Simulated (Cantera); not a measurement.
Input: 1 mol Ta(OEt)5, 2 mol CH4, 320 mol H2, held at 2.70 Pa.

Method: chemical equilibrium by Gibbs-energy minimisation in Cantera with the NASA 1993 tables (ideal gas, pure condensed phases). Candidate condensed phases: C, C6H6, C7H8, C8H18, H2O, Ta, TaC, Ta2O5; 113 gas species. The feed counts by its element totals alone. TaC: taken at fixed stoichiometry. Condensed phases not in the tables: Ta2C. Kinetics and transport are ignored.

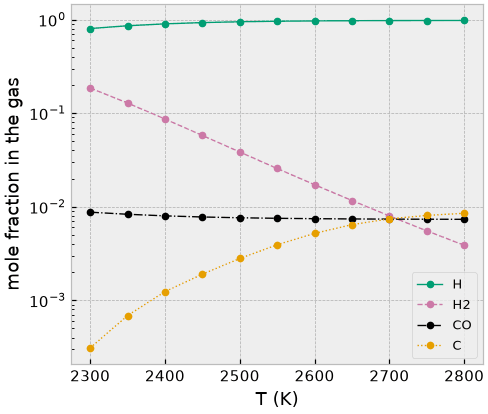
Equilibrium gas composition (values under 1e-9 drawn at 1e-9)

From 2300 K to 2350 K the condensed part is C(graphite) + TaC(s). From 2400 K to 2800 K the condensed part is TaC(s).
